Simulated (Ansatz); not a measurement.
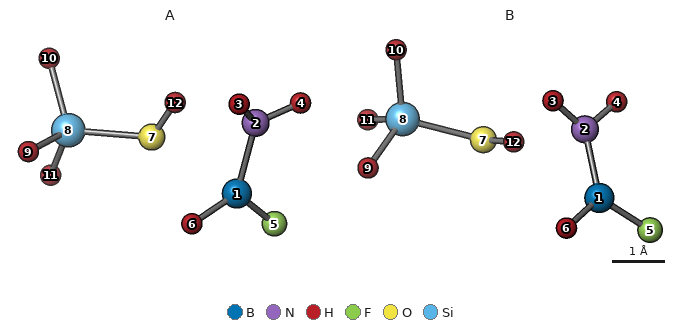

Two geometries of BSiNH$_{7}$OF, drawn at one scale. One is the start of a relaxation, the other its converged end. The picture is a ball-and-stick view, seen from a free direction.

All numbers below come from RHF/6-31G* (Ansatz). Settings: no spin polarisation; force threshold 0.03 eV/Å; at most 50 steps.

### Which one is relaxed?

Structure B is the relaxed one. The run prepares an end point of a later path (reaction) calculation, from a guessed geometry. The largest move after the best rigid fit is that of H11, 1.20 Å. By element the largest moves are H 1.20 Å, F 1.10 Å, B 0.70 Å, O 0.63 Å, N 0.32 Å, Si 0.26 Å. Some distances before and after: B1–N2 1.478 → 1.403 Å, O7–H12 0.971 → 0.950 Å, O7–Si8 1.647 → 1.641 Å. The energy falls by 0.212 eV in 29 accepted moves (32 points after the start). The largest force component goes from 2.1 to 0.01 eV/Å. The line search rejected the trial steps at points 10, 30, 31 of the run. The forces were under the threshold at step 18, but the run went on from there. The run took 97 s on 1 thread of Arm Neoverse V1, on a shared host, peak memory 0.17 GiB.

Limits of the set-up: the start holds two separate molecules, 2.3 Å apart at their closest, whose relative position is a soft coordinate and is computed without a dispersion correction; Hartree-Fock leaves out electron correlation.
